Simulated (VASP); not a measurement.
# How SCF threshold and plane-wave cutoff change a VASP run on Si2Ni, part 2 of 3

Aim: find how far the SCF threshold and plane-wave cutoff must be pushed for Si2Ni, and what that costs. The series runs use PBEsol. The start is a cell from a database of measured crystal structures.

VASP 6.6.1; PBEsol, spin-polarised from a ferromagnetic start (one magnetic atom a cell); plane waves and PAW (Si, Ni).

Still holding for the runs below: The k-mesh is coarse for a metal.

So far. Step 6 (SCF threshold: EDIFF = 1E-06): Against the run before the energy stays within 0.01 meV an atom; the pressure moves by -0.44 GPa, after 14 cycles in 12 s.

**7. SCF threshold: EDIFF = 1E-08**

The input, INCAR:

```
SYSTEM = Si2Ni
PREC = Accurate
ENCUT = 400
EDIFF = 1E-08
NELM = 100
ISMEAR = -1
SIGMA = 0.05
LREAL = .FALSE.
ALGO = Normal
GGA = PS
NBANDS = 17
ISPIN = 2
MAGMOM = 0 0 1
LASPH = .TRUE.
LMAXMIX = 4
LORBIT = 11
LWAVE = .FALSE.
LCHARG = .FALSE.
KPAR = 4
ISIF = 2
```

The input, POSCAR:

```
Si2Ni
1.0
    0.0000000000      2.7030000000      2.7030000000
    2.7030000000      0.0000000000      2.7030000000
    2.7030000000      2.7030000000      0.0000000000
Si Ni
2 1
Direct
    0.2500000000      0.2500000000      0.2500000000
    0.7500000000      0.7500000000      0.7500000000
    0.0000000000      0.0000000000      0.0000000000
```

The input, KPOINTS:

```
Automatic mesh
0
Gamma
7 7 7
0 0 0
```

The projector-augmented-wave data sets are Si and Ni (PBE family, release 64).

On the command line:

```bash
$ mpirun -np 4 vasp_std
```

Output:

```text
[... set-up lines as in an earlier step ...]
 entering main loop
       N       E                     dE             d eps       ncg     rms          rms(c)
[... 12 cycles as in an earlier step ...]
DAV:  13    -0.190003088963E+02   -0.28165E-05   -0.46119E-06  1609   0.285E-02    0.145E-02
DAV:  14    -0.190003088783E+02    0.18002E-07   -0.18286E-06  1638   0.244E-02    0.705E-03
DAV:  15    -0.190003085166E+02    0.36167E-06   -0.70682E-07  1855   0.125E-02    0.292E-03
DAV:  16    -0.190003084783E+02    0.38313E-07   -0.70198E-08  1573   0.211E-03    0.158E-03
DAV:  17    -0.190003085159E+02   -0.37586E-07   -0.11662E-08   859   0.247E-03    0.672E-04
DAV:  18    -0.190003085638E+02   -0.47857E-07   -0.95787E-09   729   0.182E-03    0.782E-05
DAV:  19    -0.190003085656E+02   -0.18040E-08   -0.45509E-09   728   0.589E-04
   1 F= -.19000309E+02 E0= -.18996848E+02  d E =-.692136E-02  mag=     0.0000
```

Elapsed: 17 s, on 4 MPI ranks of AMD EPYC 7R13 (Zen 3), shared host; peak memory 0.57 GiB; 54 s of CPU time.

Parts of OUTCAR (step 7):

```text
  Total       -0.4142202     -0.4142202     -0.4142202     -0.0000000     -0.0000000      0.0000000
  in kB      -16.8024930    -16.8024930    -16.8024930     -0.0000000     -0.0000000      0.0000000
  external PRESSURE =     -16.8024930 kB  Pullay stress =       0.0000000 kB

  FREE ENERGIE OF THE ION-ELECTRON SYSTEM (eV)
  ---------------------------------------------------
  free  energy   TOTEN  =       -19.0003085656 eV

  energy  without entropy=      -18.9933872103  energy(sigma->0) =      -18.99684789

 magnetization (x)
# of ion       s       p       d       tot
------------------------------------------
    1        0.000   0.000   0.000   0.000
    2        0.000   0.000   0.000   0.000
    3       -0.000  -0.000   0.000   0.000
--------------------------------------------------
tot          0.000  -0.000   0.000   0.000

[... 3 parts as in an earlier step ...]

[... 1 further part left out ...]
[key lines of the parts left out:]
E-fermi :  10.2967
```

Against the run before the energy stays within 0.01 meV an atom; the pressure moves by -0.07 GPa, after 19 cycles in 17 s.

**8. The SCF threshold series as a table**

This step: convergence of PBEsol results with the threshold; plane waves and PAW (VASP 6.6.1).

No new run; the numbers come from the runs before.

Differences are taken from the run with EDIFF = 1E-08. Results of the series, by row:

| setting | status | energy less the reference (meV/atom) | pressure (GPa) | moment (μB) | SCF cycles | wall time (s) |
| --- | --- | --- | --- | --- | --- | --- |
| EDIFF = 0.01 | converged | -0.05555 | 1.72 | 0.005 | 10 | 5.8 |
| EDIFF = 0.001 | converged | -0.09536 | 2.861 | 0.005 | 10 | 8.6 |
| EDIFF = 1E-04 | converged | 0.001063 | -1.095 | -2.00e-4 | 12 | 11.6 |
| EDIFF = 1E-05 | converged | 7.50e-4 | -1.178 | -1.00e-4 | 12 | 11.6 |
| EDIFF = 1E-06 | converged | -9.67e-5 | -1.615 | 1.00e-4 | 14 | 11.8 |
| EDIFF = 1E-08 | converged | 0 | -1.68 | 0 | 19 | 17.4 |

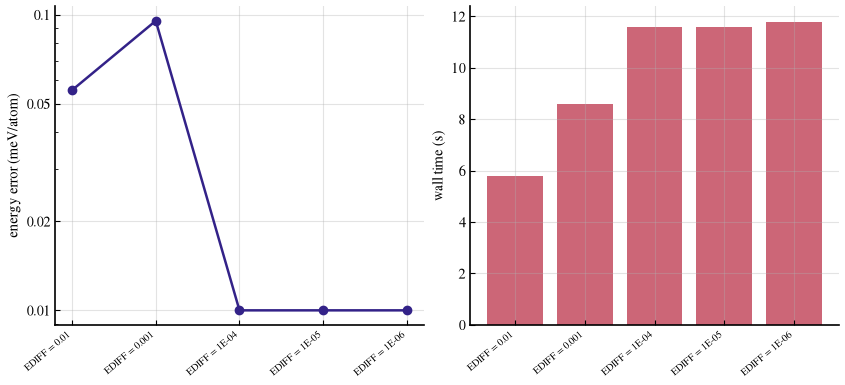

The energy error in size, against the reference run (errors under 0.01 are drawn at 0.01), and the wall time by setting.

**9. Plane-wave cutoff: ENCUT = 160**

This step: PBEsol, spin-polarised from a ferromagnetic start (one magnetic atom a cell); plane waves and PAW (Si, Ni) (VASP 6.6.1).

The basis grows with ENCUT, and energy and stress both move with it.

Changes to INCAR since step 7:

```diff
@@ -2,4 +2,4 @@
 PREC = Accurate
-ENCUT = 400
-EDIFF = 1E-08
+ENCUT = 160
+EDIFF = 1E-06
 NELM = 100
```

POSCAR is that of step 7.

KPOINTS is that of step 7.

On the command line:

```bash
$ mpirun -np 4 vasp_std
```

Output:

```text
[... set-up lines as in an earlier step ...]
 entering main loop
       N       E                     dE             d eps       ncg     rms          rms(c)
DAV:   1     0.138727606576E+02    0.13873E+02   -0.36152E+03  1473   0.357E+02
DAV:   2    -0.204188501343E+02   -0.34292E+02   -0.31951E+02  1720   0.993E+01
DAV:   3    -0.209928597269E+02   -0.57401E+00   -0.57087E+00  1532   0.129E+01
DAV:   4    -0.209943152267E+02   -0.14555E-02   -0.14552E-02  1650   0.727E-01
DAV:   5    -0.209943197556E+02   -0.45289E-05   -0.45300E-05  1550   0.369E-02    0.287E+01
DAV:   6    -0.256194797123E+02   -0.46252E+01   -0.72150E+01  1391   0.107E+02    0.181E+01
DAV:   7    -0.163957021583E+02    0.92238E+01   -0.15307E+01  1392   0.498E+01    0.692E+00
DAV:   8    -0.162670987718E+02    0.12860E+00   -0.43738E+00  1548   0.279E+01    0.698E+00
DAV:   9    -0.158351858925E+02    0.43191E+00   -0.19223E+00  1420   0.172E+01    0.163E+00
DAV:  10    -0.158175166398E+02    0.17669E-01   -0.67959E-02  1421   0.302E+00    0.743E-01
DAV:  11    -0.158169862190E+02    0.53042E-03   -0.64155E-03  1498   0.981E-01    0.381E-01
DAV:  12    -0.158164931102E+02    0.49311E-03   -0.21483E-03  1413   0.528E-01    0.102E-01
DAV:  13    -0.158164516758E+02    0.41434E-04   -0.57631E-05  1581   0.433E-02    0.622E-02
DAV:  14    -0.158164369572E+02    0.14719E-04   -0.15049E-05  1432   0.499E-02    0.999E-03
DAV:  15    -0.158164326328E+02    0.43244E-05   -0.53374E-06  1451   0.135E-02    0.692E-03
DAV:  16    -0.158164317067E+02    0.92612E-06   -0.13943E-07   728   0.355E-03
   1 F= -.15816432E+02 E0= -.15813213E+02  d E =-.643731E-02  mag=    -0.0000
```

Elapsed: 4.8 s, on 4 MPI ranks; peak memory 0.37 GiB.

Parts of OUTCAR (step 9):

```text
   ENCUT  =  160.0 eV  11.76 Ry    3.43 a.u.   3.94  3.94  3.94*2*pi/ulx,y,z

   NELECT =      18.0000    total number of electrons

 E-fermi :  10.1425

 spin component 1
 k-point     1 :       0.0000    0.0000    0.0000
  band No.  band energies     occupation
    ...
      3       4.9221      1.00000
      4       4.9221      1.00000
      5       6.3449      1.00000
      6       6.3449      1.00000
      7      10.0109      0.93284
      8      12.0802      0.00000
      9      12.0802      0.00000
     10      12.0802      0.00000
     11      12.7396      0.00000
     12      12.7396      0.00000
    ...

 k-point     2 :       0.1429    0.0000    0.0000
  band No.  band energies     occupation
    ...
      3       4.9593      1.00000
      4       4.9593      1.00000
      5       6.2866      1.00000
      6       6.2866      1.00000
      7       9.1187      1.00000
      8      10.9742      0.00000
      9      11.0530      0.00000
     10      11.0530      0.00000
     11      13.4016      0.00000
     12      13.4016      0.00000
    ...

  Total      -33.6751313    -33.6751313    -33.6751313     -0.0000000     -0.0000000     -0.0000000
  in kB    -1366.0032959  -1366.0032959  -1366.0032959     -0.0000000     -0.0000000     -0.0000000
  external PRESSURE =   -1366.0032959 kB  Pullay stress =       0.0000000 kB

 POSITION                                       TOTAL-FORCE (eV/Angst)
 -----------------------------------------------------------------------------------
      1.35150      1.35150      1.35150        -0.000000     -0.000000     -0.000000
      4.05450      4.05450      4.05450         0.000000      0.000000      0.000000
      0.00000      0.00000      0.00000         0.000000     -0.000000     -0.000000
 -----------------------------------------------------------------------------------
    total drift:                                0.000000     -0.000000     -0.000000

  FREE ENERGIE OF THE ION-ELECTRON SYSTEM (eV)
  ---------------------------------------------------
  free  energy   TOTEN  =       -15.8164317067 eV

  energy  without entropy=      -15.8099943967  energy(sigma->0) =      -15.81321305

[... 6 parts as in an earlier step ...]

[... 15 further parts left out ...]
```

Numbers from this step:

- SCF cycles: 16
- free energy (TOTEN): -15.82 eV
- energy at zero smearing: -15.81 eV
- Fermi energy: 10.14 eV
- pressure: -136.6 GPa

The series starts at -5.2711 eV an atom and -136.60 GPa, after 16 cycles in 4.8 s.

**10. Plane-wave cutoff: ENCUT = 200**

Changes to INCAR since step 9:

```diff
@@ -2,3 +2,3 @@
 PREC = Accurate
-ENCUT = 160
+ENCUT = 200
 EDIFF = 1E-06
```

POSCAR is that of step 9.

KPOINTS is that of step 9.

On the command line:

```bash
$ mpirun -np 4 vasp_std
```

Output:

```text
[... set-up lines as in an earlier step ...]
 entering main loop
       N       E                     dE             d eps       ncg     rms          rms(c)
DAV:   1     0.263538193724E+02    0.26354E+02   -0.41842E+03  1448   0.453E+02
DAV:   2    -0.199822820814E+02   -0.46336E+02   -0.42723E+02  1580   0.122E+02
DAV:   3    -0.211282845118E+02   -0.11460E+01   -0.11339E+01  1627   0.203E+01
DAV:   4    -0.211344327256E+02   -0.61482E-02   -0.61462E-02  1604   0.160E+00
[...]
DAV:  13    -0.185156820416E+02   -0.48429E-05   -0.29072E-06  1535   0.124E-02    0.120E-02
DAV:  14    -0.185156848157E+02   -0.27741E-05   -0.15070E-06  1428   0.975E-03    0.691E-03
DAV:  15    -0.185156847166E+02    0.99154E-07   -0.17337E-07   957   0.324E-03
   1 F= -.18515685E+02 E0= -.18512308E+02  d E =-.675290E-02  mag=     0.0000
```

Wall time 5.6 s (4 MPI ranks); peak memory 0.37 GiB.

Parts of OUTCAR (step 10):

```text
  Total       -8.2820107     -8.2820107     -8.2820107     -0.0000000     -0.0000000      0.0000000
  in kB     -335.9527778   -335.9527778   -335.9527778     -0.0000000     -0.0000000      0.0000000
  external PRESSURE =    -335.9527778 kB  Pullay stress =       0.0000000 kB

 POSITION                                       TOTAL-FORCE (eV/Angst)
 -----------------------------------------------------------------------------------
      1.35150      1.35150      1.35150        -0.000000      0.000000     -0.000000
      4.05450      4.05450      4.05450         0.000000      0.000000      0.000000
      0.00000      0.00000      0.00000         0.000000     -0.000000     -0.000000
 -----------------------------------------------------------------------------------
    total drift:                                0.000000     -0.000000     -0.000000

  FREE ENERGIE OF THE ION-ELECTRON SYSTEM (eV)
  ---------------------------------------------------
  free  energy   TOTEN  =       -18.5156847166 eV

  energy  without entropy=      -18.5089318160  energy(sigma->0) =      -18.51230827

 magnetization (x)
# of ion       s       p       d       tot
------------------------------------------
    1        0.000  -0.000   0.000   0.000
    2        0.000  -0.000   0.000   0.000
    3       -0.000   0.000   0.000   0.000
--------------------------------------------------
tot         -0.000   0.000   0.000   0.000

[... 1 part as in an earlier step ...]

[... 2 further parts left out ...]
[key lines of the parts left out:]
E-fermi :  10.1871
```

Against the run before the energy moves by -899.70 meV an atom and the pressure by +103.01 GPa, after 15 cycles in 5.6 s.

**11. Plane-wave cutoff: ENCUT = 240**

Changes to INCAR since step 10:

```diff
@@ -2,3 +2,3 @@
 PREC = Accurate
-ENCUT = 200
+ENCUT = 240
 EDIFF = 1E-06
```

POSCAR is that of step 10.

KPOINTS is that of step 10.

On the command line:

```bash
$ mpirun -np 4 vasp_std
```

Output:

```text
[... set-up lines as in an earlier step ...]
 entering main loop
       N       E                     dE             d eps       ncg     rms          rms(c)
DAV:   1     0.330408913010E+02    0.33041E+02   -0.45759E+03  1432   0.541E+02
DAV:   2    -0.194813936964E+02   -0.52522E+02   -0.48250E+02  1564   0.138E+02
DAV:   3    -0.210794860135E+02   -0.15981E+01   -0.15821E+01  1644   0.257E+01
DAV:   4    -0.210947705413E+02   -0.15285E-01   -0.15269E-01  1533   0.261E+00
[...]
DAV:  13    -0.189081894161E+02   -0.41711E-05   -0.39599E-06  1577   0.215E-02    0.116E-02
DAV:  14    -0.189081908526E+02   -0.14365E-05   -0.16089E-06  1329   0.174E-02    0.645E-03
DAV:  15    -0.189081909137E+02   -0.61084E-07   -0.32691E-07   839   0.611E-03
   1 F= -.18908191E+02 E0= -.18904707E+02  d E =-.696772E-02  mag=     0.0000
```

Run time: 6.4 s. Hardware: 4 MPI ranks; peak memory 0.4 GiB; 19 s of CPU time.

OUTCAR, selected parts (step 11):

```text
  Total       -1.8830731     -1.8830731     -1.8830731     -0.0000000      0.0000000     -0.0000000
  in kB      -76.3852713    -76.3852713    -76.3852713     -0.0000000      0.0000000     -0.0000000
  external PRESSURE =     -76.3852713 kB  Pullay stress =       0.0000000 kB

 POSITION                                       TOTAL-FORCE (eV/Angst)
 -----------------------------------------------------------------------------------
      1.35150      1.35150      1.35150        -0.000000      0.000000      0.000000
      4.05450      4.05450      4.05450         0.000000      0.000000     -0.000000
      0.00000      0.00000      0.00000         0.000000     -0.000000     -0.000000
 -----------------------------------------------------------------------------------
    total drift:                               -0.000000     -0.000000      0.000000

  FREE ENERGIE OF THE ION-ELECTRON SYSTEM (eV)
  ---------------------------------------------------
  free  energy   TOTEN  =       -18.9081909137 eV

  energy  without entropy=      -18.9012231960  energy(sigma->0) =      -18.90470705

 magnetization (x)
# of ion       s       p       d       tot
------------------------------------------
    1       -0.000   0.000   0.000  -0.000
    2       -0.000   0.000   0.000  -0.000
    3       -0.000   0.000  -0.000  -0.000
--------------------------------------------------
tot         -0.000   0.000  -0.000  -0.000

[... 1 part as in an earlier step ...]

[... 2 further parts left out ...]
[key lines of the parts left out:]
E-fermi :  10.2864
```

Against the run before the energy moves by -130.80 meV an atom and the pressure by +25.96 GPa, after 15 cycles in 6.4 s.

**12. Plane-wave cutoff: ENCUT = 270**

Changes to INCAR since step 11:

```diff
@@ -2,3 +2,3 @@
 PREC = Accurate
-ENCUT = 240
+ENCUT = 270
 EDIFF = 1E-06
```

POSCAR is that of step 11.

KPOINTS is that of step 11.

On the command line:

```bash
$ mpirun -np 4 vasp_std
```

Output:

```text
[... set-up lines as in an earlier step ...]
 entering main loop
       N       E                     dE             d eps       ncg     rms          rms(c)
DAV:   1     0.394078252279E+02    0.39408E+02   -0.48278E+03  1416   0.605E+02
DAV:   2    -0.192322255368E+02   -0.58640E+02   -0.53174E+02  1559   0.150E+02
DAV:   3    -0.210700258169E+02   -0.18378E+01   -0.18169E+01  1656   0.292E+01
DAV:   4    -0.210905692883E+02   -0.20543E-01   -0.20525E-01  1626   0.319E+00
[...]
DAV:  12    -0.189715729045E+02    0.69906E-05   -0.68647E-05  1551   0.602E-02    0.346E-02
DAV:  13    -0.189715759418E+02   -0.30373E-05   -0.39093E-06  1579   0.221E-02    0.132E-02
DAV:  14    -0.189715763887E+02   -0.44697E-06   -0.17220E-06  1355   0.215E-02
   1 F= -.18971576E+02 E0= -.18968116E+02  d E =-.692127E-02  mag=     0.0000
```

Run time: 5.4 s. Hardware: 4 MPI ranks; peak memory 0.39 GiB; 17 s of CPU time.

From OUTCAR (step 12):

```text
  Total       -0.6973988     -0.6973988     -0.6973988      0.0000000      0.0000000      0.0000000
  in kB      -28.2893925    -28.2893925    -28.2893925      0.0000000      0.0000000      0.0000000
  external PRESSURE =     -28.2893925 kB  Pullay stress =       0.0000000 kB

 POSITION                                       TOTAL-FORCE (eV/Angst)
 -----------------------------------------------------------------------------------
      1.35150      1.35150      1.35150        -0.000000     -0.000000     -0.000000
      4.05450      4.05450      4.05450         0.000000      0.000000      0.000000
      0.00000      0.00000      0.00000         0.000000      0.000000      0.000000
 -----------------------------------------------------------------------------------
    total drift:                               -0.000000     -0.000000      0.000000

  FREE ENERGIE OF THE ION-ELECTRON SYSTEM (eV)
  ---------------------------------------------------
  free  energy   TOTEN  =       -18.9715763887 eV

  energy  without entropy=      -18.9646551179  energy(sigma->0) =      -18.96811575

 magnetization (x)
# of ion       s       p       d       tot
------------------------------------------
    1       -0.000  -0.000   0.000  -0.000
    2       -0.000  -0.000   0.000  -0.000
    3        0.000   0.000   0.000   0.000
--------------------------------------------------
tot         -0.000   0.000   0.000   0.000

[... 1 part as in an earlier step ...]

[... 2 further parts left out ...]
[key lines of the parts left out:]
E-fermi :  10.3027
```

Against the run before the energy moves by -21.14 meV an atom and the pressure by +4.81 GPa, after 14 cycles in 5.4 s.

**13. Plane-wave cutoff: ENCUT = 310**

Changes to INCAR since step 12:

```diff
@@ -2,3 +2,3 @@
 PREC = Accurate
-ENCUT = 270
+ENCUT = 310
 EDIFF = 1E-06
```

POSCAR is that of step 12.

KPOINTS is that of step 12.

On the command line:

```bash
$ mpirun -np 4 vasp_std
```

Output:

```text
[... set-up lines as in an earlier step ...]
 entering main loop
       N       E                     dE             d eps       ncg     rms          rms(c)
DAV:   1     0.458567362973E+02    0.45857E+02   -0.52643E+03  1400   0.688E+02
DAV:   2    -0.187033377772E+02   -0.64560E+02   -0.58454E+02  1474   0.163E+02
DAV:   3    -0.210764185532E+02   -0.23731E+01   -0.23310E+01  1783   0.341E+01
DAV:   4    -0.211093562285E+02   -0.32938E-01   -0.32894E-01  1572   0.396E+00
[...]
DAV:  12    -0.189990473489E+02    0.89630E-05   -0.70636E-05  1538   0.597E-02    0.379E-02
DAV:  13    -0.189990500793E+02   -0.27304E-05   -0.43751E-06  1625   0.264E-02    0.140E-02
DAV:  14    -0.189990502359E+02   -0.15664E-06   -0.16640E-06  1302   0.231E-02
   1 F= -.18999050E+02 E0= -.18995587E+02  d E =-.692665E-02  mag=     0.0000
```

Wall time 9.4 s (4 MPI ranks); peak memory 0.46 GiB; 28 s of CPU time.

Parts of OUTCAR (step 13):

```text
  Total       -0.3997195     -0.3997195     -0.3997195      0.0000000     -0.0000000      0.0000000
  in kB      -16.2142826    -16.2142826    -16.2142826      0.0000000     -0.0000000      0.0000000
  external PRESSURE =     -16.2142826 kB  Pullay stress =       0.0000000 kB

 POSITION                                       TOTAL-FORCE (eV/Angst)
 -----------------------------------------------------------------------------------
      1.35150      1.35150      1.35150         0.000000      0.000000      0.000000
      4.05450      4.05450      4.05450        -0.000000     -0.000000     -0.000000
      0.00000      0.00000      0.00000         0.000000     -0.000000     -0.000000
 -----------------------------------------------------------------------------------
    total drift:                               -0.000000      0.000000      0.000000

  FREE ENERGIE OF THE ION-ELECTRON SYSTEM (eV)
  ---------------------------------------------------
  free  energy   TOTEN  =       -18.9990502359 eV

  energy  without entropy=      -18.9921235900  energy(sigma->0) =      -18.99558691

[... 2 parts as in an earlier step ...]

[... 2 further parts left out ...]
[key lines of the parts left out:]
E-fermi :  10.3032
```

Against the run before the energy moves by -9.16 meV an atom and the pressure by +1.21 GPa, after 14 cycles in 9.4 s.

(Continued in part 3 of 3.)

[Lines on the potential files, build, host, timing and source positions are cut from VASP's logs without a mark.]

[Logs are printed without paths, hosts, clocks, repeated set-up lines and the standing remarks that a program may print on its own settings, such as how far it seeks lower states.]

[Hosts, paths, dates, database ids (printed as entryN), source tags and the programs' standing remarks are cut or masked in the printed files.]

[A measured line is paired with the nearest computed mode of its activity, which favours agreement.]
